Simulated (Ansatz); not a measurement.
**Elastic response of random alloy of the diamond Si-C (dilute carbon) line, x = 0.0781 (64 atoms)**

Aim: relax random alloy of the diamond Si-C (dilute carbon) line, x = 0.0781 (64 atoms), then change its volume and shape to read moduli from the stress.

Program: Ansatz 0.2.0. Level of theory: Kohn-Sham DFT, PBE, PAW (set soft_2), plane waves. Results are calculated unless marked as measured.

### 1. The starting structure

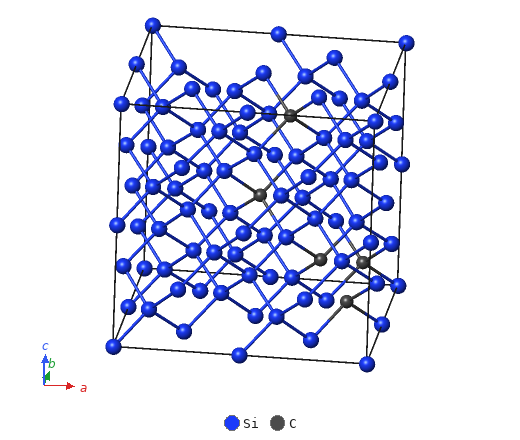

The cell as given, slightly off an axis (silicon blue, carbon dark grey). Bonds to atoms that aren't drawn are left out. Some periodic images of atoms are drawn too.

The cell holds 64 atoms: 59 Si and 5 C. Cell: a = 10.642 Å, b = 10.642 Å, c = 10.642 Å, α = 90.0°, β = 90.0°, γ = 90.0°. It derives from Si (diamond Si-C (dilute carbon)) and C, repeated 2×2×2. Diamond Si-C (dilute carbon): 64 atoms, 5 of 64 Si sites given to C at random, cell and internal coordinates interpolated linearly between the end members (Vegard's rule); not relaxed, displaced by a Gaussian of 0.02 Å. Lattice constants are starting values near those of PBE.

What the set-up can't give: Sampling is at Γ alone.

### 2. Single point at the start

A single point comes first, to see the forces before anything moves.

input.yaml

```yaml
crystal:
  lattice:
    - [10.64176, 0.0, 0.0]
    - [0.0, 10.64176, 0.0]
    - [0.0, 0.0, 10.64176]
  atoms:
    - { symbol: Si, position: [0.00305, 0.99885, 0.99901] }
    - { symbol: Si, position: [0.12298, 0.12663, 0.12067] }
    - { symbol: Si, position: [0.00328, 0.24857, 0.2506] }
    - { symbol: Si, position: [0.12453, 0.37775, 0.37113] }
    - { symbol: Si, position: [0.24939, 0.99928, 0.25213] }
    - { symbol: Si, position: [0.37293, 0.12468, 0.37335] }
    - { symbol: Si, position: [0.25008, 0.2511, 0.99793] }
    - { symbol: Si, position: [0.37715, 0.37669, 0.12594] }
    - { symbol: Si, position: [0.00169, 0.99872, 0.49977] }
    - { symbol: Si, position: [0.12324, 0.1245, 0.626] }
    - { symbol: Si, position: [0.9987, 0.24925, 0.74871] }
    - { symbol: Si, position: [0.12341, 0.37374, 0.87498] }
    - { symbol: Si, position: [0.2479, 0.00044, 0.75312] }
    - { symbol: Si, position: [0.37639, 0.12464, 0.87333] }
    - { symbol: Si, position: [0.2486, 0.25318, 0.5001] }
    - { symbol: Si, position: [0.3738, 0.37536, 0.62895] }
    - { symbol: Si, position: [0.00023, 0.50116, 0.00056] }
    - { symbol: Si, position: [0.12434, 0.62285, 0.12434] }
    - { symbol: Si, position: [0.99961, 0.7511, 0.25158] }
    - { symbol: Si, position: [0.12675, 0.87554, 0.37666] }
    - { symbol: Si, position: [0.24858, 0.50235, 0.25096] }
    - { symbol: Si, position: [0.37444, 0.62592, 0.37486] }
    - { symbol: Si, position: [0.25213, 0.75286, 0.00411] }
    - { symbol: Si, position: [0.37238, 0.87229, 0.12405] }
    - { symbol: Si, position: [0.0003, 0.50165, 0.50059] }
    - { symbol: Si, position: [0.1212, 0.62442, 0.62656] }
    - { symbol: Si, position: [0.00043, 0.75143, 0.74958] }
    - { symbol: Si, position: [0.12462, 0.87535, 0.87577] }
    - { symbol: Si, position: [0.25037, 0.50022, 0.74874] }
    - { symbol: Si, position: [0.37571, 0.62523, 0.87712] }
    - { symbol: Si, position: [0.25225, 0.75035, 0.49929] }
    - { symbol: Si, position: [0.3738, 0.8758, 0.62515] }
    - { symbol: Si, position: [0.49935, 8.0e-05, 0.99883] }
    - { symbol: Si, position: [0.62631, 0.12416, 0.1273] }
    - { symbol: Si, position: [0.50076, 0.25112, 0.24794] }
    - { symbol: Si, position: [0.62532, 0.37639, 0.37321] }
    - { symbol: Si, position: [0.7495, 6.0e-05, 0.24742] }
    - { symbol: Si, position: [0.87559, 0.12659, 0.37338] }
    - { symbol: Si, position: [0.75066, 0.24753, 0.99993] }
    - { symbol: C, position: [0.87196, 0.37711, 0.12577] }
    - { symbol: Si, position: [0.49995, 0.99854, 0.50239] }
    - { symbol: Si, position: [0.6287, 0.12151, 0.62732] }
    - { symbol: Si, position: [0.50306, 0.25064, 0.74775] }
    - { symbol: C, position: [0.62662, 0.37466, 0.87386] }
    - { symbol: Si, position: [0.74769, 0.00103, 0.75149] }
    - { symbol: Si, position: [0.87383, 0.12598, 0.87285] }
    - { symbol: Si, position: [0.75151, 0.25009, 0.49965] }
    - { symbol: Si, position: [0.87481, 0.37663, 0.62641] }
    - { symbol: Si, position: [0.501, 0.50026, 0.00015] }
    - { symbol: Si, position: [0.62616, 0.62544, 0.12628] }
    - { symbol: Si, position: [0.49942, 0.74542, 0.25195] }
    - { symbol: Si, position: [0.62911, 0.87583, 0.37481] }
    - { symbol: C, position: [0.74974, 0.49978, 0.25003] }
    - { symbol: Si, position: [0.87289, 0.62403, 0.37313] }
    - { symbol: Si, position: [0.75047, 0.74944, 0.00093] }
    - { symbol: C, position: [0.87467, 0.87685, 0.1254] }
    - { symbol: C, position: [0.50412, 0.49644, 0.49878] }
    - { symbol: Si, position: [0.62669, 0.62975, 0.62453] }
    - { symbol: Si, position: [0.50008, 0.74957, 0.7525] }
    - { symbol: Si, position: [0.62446, 0.87628, 0.8744] }
    - { symbol: Si, position: [0.74761, 0.50059, 0.75095] }
    - { symbol: Si, position: [0.87743, 0.62479, 0.87384] }
    - { symbol: Si, position: [0.75106, 0.75045, 0.50053] }
    - { symbol: Si, position: [0.87486, 0.87718, 0.62569] }
kpoints:
  mp_grid: { grid: [1, 1, 1] }
hamiltonian:
  xc: pbe
scf:
  occupations: { method: gaussian, width: 0.05 }
output:
  forces: true
```

On the command line:

```console
> ansatz run input.yaml --threads 4 --pin off --max-ram 8192MiB --backend cpu --events-out ev --progress --plain --runs-dir out
```

Numbers of over 12 decimals in the logs are rounded to 6 here.

What it wrote:

```text
Engine: ansatz 0.2.0, aarch64-unknown-linux-gnu
Pseudopotentials: kind: paw
Pseudopotential: Si, paw, valence charge 4, recommended cutoff 420 eV (normal), Si.paw.azcp
Pseudopotential: C, paw, valence charge 4, recommended cutoff 420 eV (normal), C.paw.azcp
[... 5 lines on functional and potentials left out ...]
Crystal: 64 atoms, lattice volume = 1205.148 Å³
Basis set: ecut = 420 eV, 23583 PW (Γ), exchange–correlation on 144×144×144 points (8 copies of the dense FFT grid, shifted against one another)
Bands: 192, of which v1, the nominal top of the filled ones, is band 128 counted from 1 (127 counted from 0)
Symmetry: 1 space group operations
Space group: P1 (ITA 1), of the structure as read, at distance tolerance 1.1e-4 Å
k-points: 1
[... 5 lines on functional and potentials left out ...]
Initial density: superposition of atomic densities (neutral atoms: chi_scale 0, normalization atom), corrected by the library's trained network
Initial wavefunctions: pseudopotential atomic-orbital guess
Functional: x = pbe(κ = 0.804, μ = 0.219515), c = pbe(β = 0.066725)
SCF iter   1: F=—  HF=-38742.931872 eV  |F-HF|=—  |Δ(HF+E_count)|=         —  Δρ=3.28e-3  dr2=2.28e-1  ethr=1.77e-3  ⟨swp⟩=7.0  Hψ=980  notcnv=0  defer=22
preconditioner: auto → Resta (q_TF=auto, 2.107 Å⁻¹)  ε∞=5.6  [insulator: Δε(μ)=0.328 eV  Ē_g=8.016 eV  σ=0.050 eV  W_gap=1.00  n_scr=178 (ndim 8)  ℏωp=17.1 eV  f_vac=0.000  D(μ)=0.00/eV (n_scr^D=0)  ε∞_Penn≈5.6]
SCF iter   2: F=—  HF=-38742.894396 eV  |F-HF|=—  |Δ(HF+E_count)|=   3.75e-2  Δρ=1.95e-3  dr2=7.89e-2  ethr=8.89e-5  ⟨swp⟩=1.0  Hψ=221  notcnv=0  defer=38
SCF iter   3: F=—  HF=-38742.878069 eV  |F-HF|=—  |Δ(HF+E_count)|=   1.63e-2  Δρ=2.94e-4  dr2=1.16e-3  ethr=3.08e-5  ⟨swp⟩=2.0  Hψ=214  notcnv=0
automatic band count: iteration 3 solves 148 bands in place of 192: the levels show a gap, and the empty bands left out lie too high to hold charge; the band table lists the bands solved (type scf.n_extra_bands for more)
SCF iter   4: F=—  HF=-38742.879245 eV  |F-HF|=—  |Δ(HF+E_count)|=   1.18e-3  Δρ=9.68e-5  dr2=1.66e-4  ethr=4.55e-7  ⟨swp⟩=2.0  Hψ=241  notcnv=0
SCF iter   5: F=—  HF=-38742.879452 eV  |F-HF|=—  |Δ(HF+E_count)|=   2.07e-4  Δρ=1.51e-5  dr2=2.79e-6  ethr=6.49e-8  ⟨swp⟩=2.0  Hψ=264  notcnv=0
SCF iter   6: F=—  HF=-38742.881297 eV  |F-HF|=—  |Δ(HF+E_count)|=   1.85e-3  Δρ=3.63e-6  dr2=1.38e-7  ethr=1.09e-9  ⟨swp⟩=2.0  Hψ=264  notcnv=0
SCF iter   7: F=-38742.881297 eV  HF=-38742.881297 eV  |F-HF|=8.43e-9  |Δ(HF+E_count)|=   3.11e-7  Δρ=6.23e-7  dr2=6.65e-9  ethr=3.91e-11  ⟨swp⟩=4.0  Hψ=495  notcnv=0
SCF 1 converged in 7 iterations: F = -38742.881297 eV  dr2 = 6.65e-9
  greatest PAW one-centre occupation: 0.645 electrons in one spin orbital (limit 2), on the C atom at site 39 (counted from 0), in its partial waves of l = 0
SCF converged after 7 iterations
Free energy (F): -38742.881297 eV
Harris-Foulkes:  -38742.881297 eV  (|F-HF|=8.43e-9)
Internal energy: -38742.881290 eV  (E = F + TS)
E sigma→0 (E₀):  -38742.881294 eV
Entropy (-TS):   -0.000007 eV (-0.000 meV/atom)
Fermi energy:    6.600370 eV
--- Per-component energies (eV) ---
  E_band       = 325.153045
  E_kinetic    = 2821.819594
  E_local      = -2121.816079  (includes V_loc(G=0)·N_el)
  E_nonlocal   = 1674.637484
  E_hartree    = 590.913518
  E_xc         = -3494.385870
  E_vxc        = -3052.959396  (∫ρ·V_xc dr)
  E_paw        = -30751.866717  (= ΣΔE_a)
  E_vpaw       = -178.355417  (= ΣTr[D̂ρ^β])
  E_aug_tail   = 0.000354  (compensation charges beyond the density's cutoff)
  E_ewald      = -7462.183575
  E_smearing   = -0.000007  (= −TS)
  E_closure    = 0.000000  (closes the sum)
  Σ components = -38742.881297   (vs F -38742.881297, Δ=0.00e0)
--- Forces (eV/Å), atoms counted from 1 ---
  atom   1  Si    -2.51295274    -1.25360225     1.55973962
  atom   2  Si     0.52023747    -0.22882429     0.43750267
  atom   3  Si    -1.97847175     1.75786363    -1.63008154
  atom   4  Si    -0.09074054    -0.16765911     0.60065809
  atom   5  Si    -0.23257611     0.23683011    -0.69061539
  atom   6  Si     0.49325860     0.32798293     0.54027115
  atom   7  Si     0.36674320    -0.00354188     0.14193885
  atom   8  Si    -0.46565622    -0.07873631    -0.25697564
  atom   9  Si    -0.30862914     0.32893484    -0.07676359
  atom  10  Si     0.30845807     0.14760650    -0.18038628
  atom  11  Si     0.05641747     0.19688721     0.07898813
  atom  12  Si     0.02347689     0.05358020    -0.12053793
  atom  13  Si     0.20083822     0.11896996    -0.50234173
  atom  14  Si     0.01865769     0.41389718     0.11416739
[...]
atom  63  Si     0.14519927     0.02389425    -0.31682828
  atom  64  Si     0.02750084    -0.10739883     0.07062639
  max |Σ_I F_I| component: 5.51e-6 eV/Å
```

The job ended after 5.4 s (4 threads of Arm Neoverse V1, shared host; peak memory 1 GiB).

The r.m.s. force at the start is 0.93 eV/Å.

### 3. Cell and atoms relaxed

Cell and atoms are freed together, to release stress as well as forces.

input.yaml

```yaml
crystal:
  lattice:
    - [10.64176, 0.0, 0.0]
    - [0.0, 10.64176, 0.0]
    - [0.0, 0.0, 10.64176]
  atoms:
    [... the 64 atom lines of step 2 ...]
kpoints:
  mp_grid: { grid: [1, 1, 1] }
hamiltonian:
  xc: pbe
scf:
  occupations: { method: gaussian, width: 0.05 }
output:
  forces: true
relax:
  f_tol: 0.05
  max_steps: 150
  cell: {}
```

What it wrote:

```text
[...]
Crystal: 64 atoms, lattice volume = 1205.148 Å³
Basis set: ecut = 420 eV, 23583 PW (Γ), exchange–correlation on 144×144×144 points (8 copies of the dense FFT grid, shifted against one another)
Bands: 192, of which v1, the nominal top of the filled ones, is band 128 counted from 1 (127 counted from 0)
Symmetry: 1 space group operations
[...]
k-points: 1
[...]
SCF iter   1: F=—  HF=-38742.931872 eV  |F-HF|=—  |Δ(HF+E_count)|=         —  Δρ=3.28e-3  dr2=2.28e-1  ethr=1.77e-3  ⟨swp⟩=7.0  Hψ=980  notcnv=0  defer=22
[...]
SCF iter   6: F=—  HF=-38742.881297 eV  |F-HF|=—  |Δ(HF+E_count)|=   1.86e-3  Δρ=4.18e-6  dr2=1.74e-7  ethr=2.24e-9  ⟨swp⟩=2.0  Hψ=264  notcnv=0  defer=38
SCF iter   7: F=-38742.881297 eV  HF=-38742.881297 eV  |F-HF|=9.93e-9  |Δ(HF+E_count)|=   4.14e-7  Δρ=7.70e-7  dr2=1.03e-8  ethr=3.91e-11  ⟨swp⟩=4.0  Hψ=574  notcnv=0
SCF 1 converged in 7 iterations: F = -38742.881297 eV  dr2 = 1.03e-8
[...]
relax step   1: F+E_penalty+E_count = -38742.88129733 eV  Δ(F+E_penalty+E_count) = +0.000e0 eV  max|allowed force component| = 3.757e0 eV/Å  Δτ_max = 0.0000 Å  P = +3.236 GPa  Ω = 1205.148 Å³  (7 SCF iters, dr2 threshold 1.00e-7 eV, accepted)
[... from here on, the SCF cycles and remarks between the steps are left out ...]
relax step   2: F+E_penalty+E_count = -38749.49019364 eV  Δ(F+E_penalty+E_count) = -6.609e0 eV  max|allowed force component| = 1.799e0 eV/Å  Δτ_max = 0.1948 Å  P = +0.496 GPa  Ω = 1213.483 Å³  energy of the carried Pulay correction = -2.140e-3 eV  (6 SCF iters, dr2 threshold 6.40e-6 eV, accepted)
relax step   3: F+E_penalty+E_count = -38752.39288868 eV  Δ(F+E_penalty+E_count) = -2.903e0 eV  max|allowed force component| = 8.882e-1 eV/Å  Δτ_max = 0.2000 Å  P = -0.634 GPa  Ω = 1214.667 Å³  energy of the carried Pulay correction = -2.443e-3 eV  (6 SCF iters, dr2 threshold 6.40e-6 eV, accepted)
relax step   4: F+E_penalty+E_count = -38753.12672882 eV  Δ(F+E_penalty+E_count) = -7.338e-1 eV  max|allowed force component| = 1.760e-1 eV/Å  Δτ_max = 0.1192 Å  P = -0.055 GPa  Ω = 1202.716 Å³  energy of the carried Pulay correction = +6.274e-4 eV  (6 SCF iters, dr2 threshold 6.40e-6 eV, accepted)
relax step   5: F+E_penalty+E_count = -38753.13874250 eV  Δ(F+E_penalty+E_count) = -1.201e-2 eV  max|allowed force component| = 1.316e-1 eV/Å  Δτ_max = 0.0332 Å  P = -0.023 GPa  Ω = 1201.864 Å³  energy of the carried Pulay correction = +8.473e-4 eV  (6 SCF iters, dr2 threshold 1.94e-6 eV, accepted)
relax step   6: F+E_penalty+E_count = -38753.14887099 eV  Δ(F+E_penalty+E_count) = -1.013e-2 eV  max|allowed force component| = 1.506e-1 eV/Å  Δτ_max = 0.0261 Å  P = +0.023 GPa  Ω = 1200.850 Å³  energy of the carried Pulay correction = +1.110e-3 eV  (6 SCF iters, dr2 threshold 1.08e-6 eV, accepted)
relax step   7: F+E_penalty+E_count = -38753.16675369 eV  Δ(F+E_penalty+E_count) = -1.788e-2 eV  max|allowed force component| = 3.658e-1 eV/Å  Δτ_max = 0.1956 Å  P = +0.350 GPa  Ω = 1194.457 Å³  energy of the carried Pulay correction = +2.767e-3 eV  (7 SCF iters, dr2 threshold 1.42e-6 eV, accepted)
relax step   8: F+E_penalty+E_count = -38753.12060492 eV  Δ(F+E_penalty+E_count) = +4.615e-2 eV  max|allowed force component| = 5.635e-1 eV/Å  Δτ_max = 0.0996 Å  P = -0.287 GPa  Ω = 1202.505 Å³  energy of the carried Pulay correction = +6.819e-4 eV  (7 SCF iters, dr2 threshold 6.40e-6 eV, rejected (line search))
relax step   9: F+E_penalty+E_count = -38753.23979644 eV  Δ(F+E_penalty+E_count) = -7.304e-2 eV  max|allowed force component| = 1.482e-1 eV/Å  Δτ_max = 0.0485 Å  P = -0.000 GPa  Ω = 1199.041 Å³  energy of the carried Pulay correction = +1.578e-3 eV  (10 SCF iters, accepted)
relax step  10: F+E_penalty+E_count = -38753.24755238 eV  Δ(F+E_penalty+E_count) = -7.756e-3 eV  max|allowed force component| = 2.599e-2 eV/Å  Δτ_max = 0.0286 Å  P = +0.006 GPa  Ω = 1199.080 Å³  energy of the carried Pulay correction = +1.567e-3 eV  (5 SCF iters, dr2 threshold 1.37e-6 eV, accepted)
relax step  11: F+E_penalty+E_count = -38753.24684875 eV  Δ(F+E_penalty+E_count) = +7.036e-4 eV  max|allowed force component| = 2.609e-2 eV/Å  Δτ_max = 0.0000 Å  P = +0.004 GPa  Ω = 1199.080 Å³  stress off target by 1.25e-2 GPa  SCF on the basis re-selected at this cell (its energy is not comparable with the rows above)  (6 SCF iters)
basis re-selected at this cell: Δ(F+E_penalty+E_count) = +7.036e-4 eV, ΔP = -0.001 GPa vs the last step (what re-selecting the basis moved, of the pressure what is left beyond the Pulay correction that the steps carried, after the strain that the cell walked since its last selection, [...]
SCF converged after 6 iterations
Free energy (F): -38753.246849 eV
[...]
Internal energy: -38753.246848 eV  (E = F + TS)
E sigma→0 (E₀):  -38753.246849 eV
Entropy (-TS):   -0.000000 eV (-0.000 meV/atom)
Fermi energy:    6.804731 eV
[...]
Σ components = -38753.246849   (vs F -38753.246849, Δ=0.00e0)
--- Forces (eV/Å), atoms counted from 1 ---
  atom   1  Si     0.00060021     0.00263385     0.00541167
  atom   2  Si    -0.00280209    -0.00438482    -0.00919636
  atom   3  Si     0.01619120    -0.00452076     0.02608798
  atom   4  Si     0.00343481    -0.00132234     0.00154519
[...]
atom  64  Si     0.00719530     0.00407395    -0.00723815
  max |Σ_I F_I| component: 1.89e-6 eV/Å
--- Stress (GPa, compression-positive) ---
       -0.005313       0.001175       0.001886
        0.001175       0.010217       0.002973
        0.001886       0.002973       0.007863
  P = ⅓ Tr σ = 0.0043 GPa (0.043 kbar)
--- Relaxed structure (10 steps of the walk, 9 accepted, 1 SCFs on fresh bases) ---
  F+E_penalty+E_count = -38753.24684875 eV   max|allowed force component| = 2.609e-2 eV/Å   (the final SCF, on the basis selected at the relaxed cell)
  cell:  # Å, volume = 1199.0804 Å³
    - [10.634224, -0.00234614, -0.00201529]
    - [-0.00234614, 10.625873, -0.00130249]
    - [-0.00201529, -0.00130249, 10.611528]
  atoms:
    - { symbol: Si, position: [-0.020249, 0.985559, 1.018536] }
    - { symbol: Si, position: [0.106872, 0.130871, 0.126018] }
    - { symbol: Si, position: [-0.030420, 0.277447, 0.230714] }
    - { symbol: Si, position: [0.119455, 0.374852, 0.368593] }
[...]
- { symbol: Si, position: [0.872159, 0.871375, 0.621663] }
```

Elapsed: 58 s, on 4 threads; peak memory 1 GiB; 3.6 min of CPU time.

The relaxation converged after 10 steps, with a largest force component of 0.026 eV/Å.

(Part 1 of 3 ends here.)

[Logs are printed without paths, hosts, clocks, repeated set-up lines and the standing remarks that a program may print on its own settings, such as how far it seeks lower states.]

[Hosts, paths, dates, database ids (printed as entryN), source tags and the programs' standing remarks are cut or masked in the printed files.]
